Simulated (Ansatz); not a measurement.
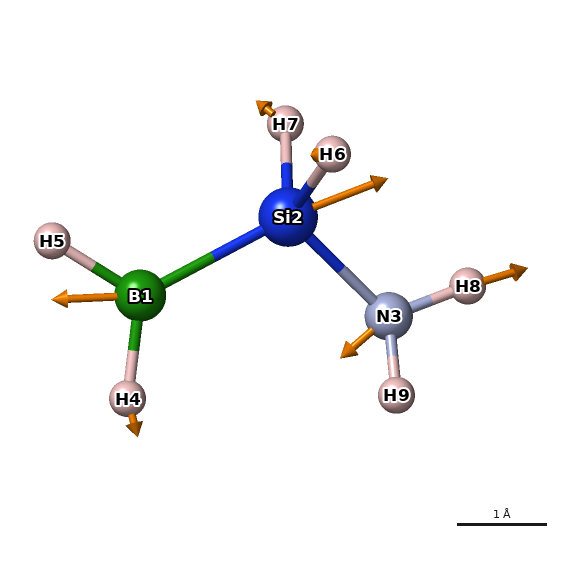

Arrows show the forces on the atoms, 0.6 Å of arrow for 1 eV/Å; forces under a tenth of the largest aren't drawn. Level of theory: RHF-CCSD(T) (frozen core)/def2-TZVPP (Ansatz 0.2.0).

> On which atom is the force largest, and how large is it?

On Si2: 1.54 eV/Å.

> Which bond do the forces act along most?

B1–Si2, now 1.937 Å: the forces push its atoms apart, so a first step downhill lengthens it.

List the force components in the frame of the picture (x right, y up, z towards the viewer), in eV/Å.

| atom | Fx | Fy | Fz |
| --- | --- | --- | --- |
| B1 | −1.25 | −0.06 | 0.11 |
| Si2 | 1.43 | 0.55 | −0.16 |
| N3 | −0.62 | −0.54 | 0.13 |
| H4 | 0.11 | −0.44 | 0.06 |
| H5 | −0.03 | 0.11 | 0.06 |
| H6 | −0.20 | −0.01 | 0.22 |
| H7 | −0.34 | 0.26 | −0.18 |
| H8 | 0.86 | 0.26 | −0.28 |
| H9 | 0.04 | −0.14 | 0.05 |
